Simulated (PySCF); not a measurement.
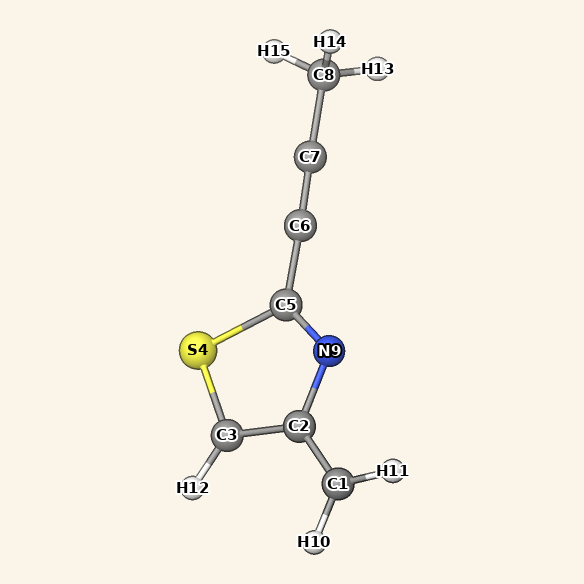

The species is neutral and a spin doublet. The computed structure is the end point of a GFN2-xTB optimisation. No frequency run is at hand to confirm it as a minimum. Method: UKS B3LYP, pcH-1 on C H N S, non-relativistic (PySCF 2.14.0). Fermi-contact and spin-dipolar terms alone, no spin-orbit part.

**Which nucleus has the largest dipolar (anisotropic) hyperfine coupling?**

13C at C1: principal values −56.2, −54.9, 111.1 MHz.

List the isotropic and dipolar parts for the most strongly coupled nuclei, one of each equivalent set. Atoms whose distances differ by more than 0.02 Å in this geometry are listed apart.

```csv
atom,isotope,a_iso (MHz),dipolar part (MHz)
C1,13C,57.0,"−56.2, −54.9, 111.1"
C3,13C,45.7,"−40.5, −38.9, 79.3"
H11,1H,−45.4,"−27.0, −0.5, 27.5"
H10,1H,−43.4,"−24.8, −1.3, 26.2"
C2,13C,−45.8,"−23.0, 9.0, 14.1"
S4,33S,1.7,"−11.8, −8.4, 20.2"
H12,1H,−31.2,"−16.7, −1.8, 18.5"
C5,13C,−9.9,"−9.9, 4.6, 5.3"
```
